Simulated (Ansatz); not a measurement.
Process, species as SMILES: S (H2S) + H+ → [SH3+]
B3LYP-D3(BJ)/def2-TZVP geometries, fixed; electronic energies without zero-point terms; positive where energy is released.

Basis-set convergence of the proton affinity at wB97M-V with Ansatz (a quantum-chemistry and plane-wave program). Cartesian d functions, on some or all atoms, in 6-31G*, 6-31G**; all else is spherical. The program fits the integrals of some runs and decomposes those of others, by size. The functional holds VV10 correlation; no added dispersion term, no relativity. Functions are those of the species that has most. Reference: the value in pcseg-4, 172.35 kcal/mol, itself unsure by roughly 0.06 kcal/mol (its mean distance from aug-pcseg-3, aug-cc-pV(Q+d)Z, cc-pV(5+d)Z). Deviations are taken from unrounded values.

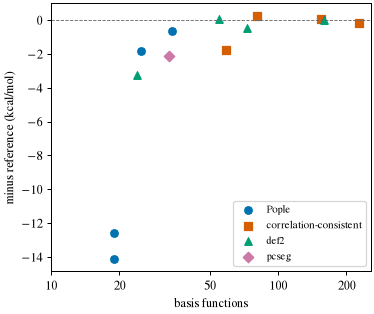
Fig. 1. Deviation from the reference against the number of basis functions, by family of sets.

```json
[
 {"basis": "3-21G", "functions": "19", "proton affinity (kcal/mol)": "158.20", "minus reference (kcal/mol)": "-14.15"},
 {"basis": "6-31G", "functions": "19", "proton affinity (kcal/mol)": "159.74", "minus reference (kcal/mol)": "-12.61"},
 {"basis": "def2-SV(P)", "functions": "24", "proton affinity (kcal/mol)": "169.11", "minus reference (kcal/mol)": "-3.24"},
 {"basis": "6-31G*", "functions": "25", "proton affinity (kcal/mol)": "170.52", "minus reference (kcal/mol)": "-1.82"},
 {"basis": "pcseg-1", "functions": "33", "proton affinity (kcal/mol)": "170.22", "minus reference (kcal/mol)": "-2.13"},
 {"basis": "6-31G**", "functions": "34", "proton affinity (kcal/mol)": "171.71", "minus reference (kcal/mol)": "-0.64"},
 {"basis": "def2-TZVP", "functions": "55", "proton affinity (kcal/mol)": "172.43", "minus reference (kcal/mol)": "0.08"},
 {"basis": "aug-cc-pV(D+d)Z", "functions": "59", "proton affinity (kcal/mol)": "170.57", "minus reference (kcal/mol)": "-1.78"},
 {"basis": "def2-TZVPD", "functions": "73", "proton affinity (kcal/mol)": "171.88", "minus reference (kcal/mol)": "-0.47"},
 {"basis": "cc-pV(T+d)Z", "functions": "81", "proton affinity (kcal/mol)": "172.61", "minus reference (kcal/mol)": "0.26"},
 {"basis": "cc-pV(Q+d)Z", "functions": "154", "proton affinity (kcal/mol)": "172.39", "minus reference (kcal/mol)": "0.04"},
 {"basis": "def2-QZVPP", "functions": "160", "proton affinity (kcal/mol)": "172.34", "minus reference (kcal/mol)": "0.00"},
 {"basis": "aug-cc-pV(Q+d)Z", "functions": "227", "proton affinity (kcal/mol)": "172.20", "minus reference (kcal/mol)": "-0.15"}
]
```
